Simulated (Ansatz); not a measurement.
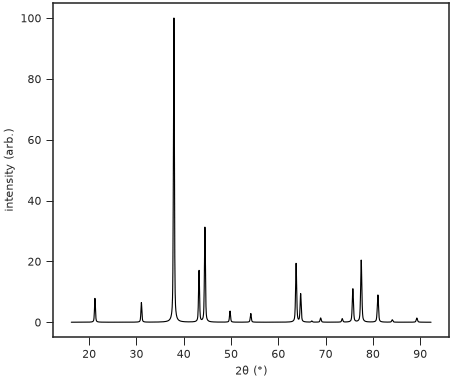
Figure. Simulated powder pattern, Cu Kα, λ = 1.54184 Å

The pattern belongs to a structure relaxed with the program Ansatz at the r²SCAN level (PAW).

### Question
Pick the material that matches.
(A) AgAu, L1₀ or tetragonal B2
(B) Ag, P6/mmm (Ag on 2e, Ag on 2d, Ag on 3f)
(C) Ag, A15 (β-W type)
(D) NiAu, P4/nmm (Au on 2c, Ni on 2c)

### Answer
A, AgAu, L1₀ or tetragonal B2

Space group P4/mmm (L1₀ or tetragonal B2). The start of the workflow was typed in or built on a structure type; neither database checked (COD, Materials Project) lists it. Whether it is the stable phase at ambient conditions was not checked. The cell was relaxed with r²SCAN under the symmetry of its start; whether a distortion lowers the energy is not shown. No spin polarisation was allowed. Scalar-relativistic: spin–orbit coupling is off unless named, which matters more the heavier the elements.

Potentials: the earlier of the program's two PAW sets.
